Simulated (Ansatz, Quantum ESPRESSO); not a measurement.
# How much vacuum between periodic slabs? 12 systems

How wide must the gap between images be before the potential in its middle is the vacuum level?

**Method.** Quantum ESPRESSO 7.5, PBE; structures as built, not relaxed; periodic boundaries. The level is the vacuum level over the Fermi level, or over the highest filled level of the mesh where there is a gap. The pseudopotential set stands with each system; sheets are single layers. Cells with 24 down to 8 Å between the outer atoms of neighbouring images; the level is read mid-gap.

The runs side by side:

```
                        system  level at 24 Å (eV)  narrowest settled gap (Å)  error at the narrowest gap run (meV)  CPU time there over the widest's
Al(100), 5 layers [PseudoDojo]                4.20                         10                                   −34                              0.38
     Be(0001), 4 layers [SSSP]                5.35                          8                                   +14                              0.24
Ca(100), 5 layers [PseudoDojo]                2.77                         12                                   +91                              0.42
      Ca(111), 5 layers [GBRV]                2.99                         10                                   −25                              0.31
Cu(100), 5 layers [PseudoDojo]                4.47                          8                                    +2                              0.31
      Cu(111), 5 layers [GBRV]                4.78                          8                                   +10                              0.32
Ir(111), 5 layers [PseudoDojo]                5.53                          8                                    −2                              0.31
       K(100), 5 layers [GBRV]                2.23                         12                                  +173                              0.34
      Li(110), 5 layers [GBRV]                3.25                         10                                   +62                              0.33
      Mo(100), 5 layers [SSSP]                3.92                         10                                   +39                              0.38
      Nb(100), 5 layers [GBRV]                3.75                         10                                   +56                              0.32
      Pb(111), 5 layers [GBRV]                3.67                         10                                   −60                              0.39
```

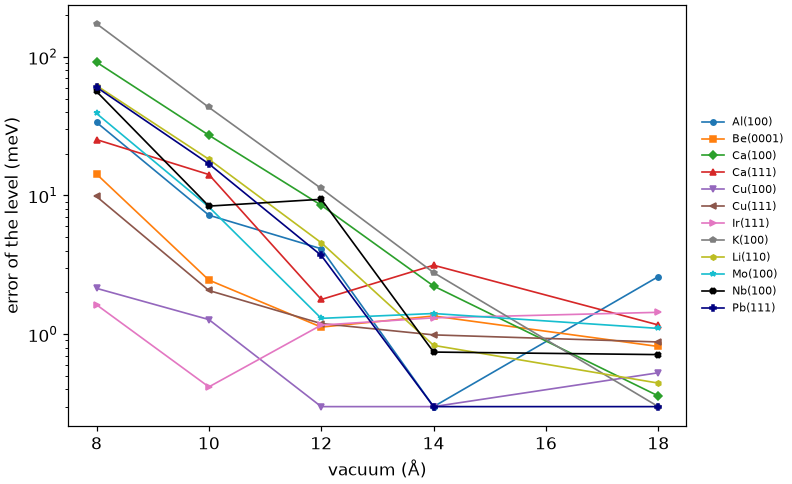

Size of the level's error against the width of the vacuum; errors under 0.3 meV are drawn at 0.3.

**Answer.** Within 20 meV, the gap can shrink to 8 Å for 4 systems, and to no less than 12 Å for Ca(100) and K(100). At the narrowest gap the level lies over 3 meV lower in 3 systems and as much higher in 7.

Caveats: Unrelaxed model sheets can be far from their real structures. Errors of a few meV are within the SCF slack. Slabs with a dipole would need a correction besides. CPU times come from shared hosts of several kinds and are rough. Magnetic sheets, graphene and its kin, series that mix a Fermi level with a valence top, and 2H sheets in mesh series are left out of these tables, since their level hangs on where the mesh or the smearing puts the zero.

[Logs are printed without paths, hosts, clocks, repeated set-up lines and the standing remarks that a program may print on its own settings, such as how far it seeks lower states.]
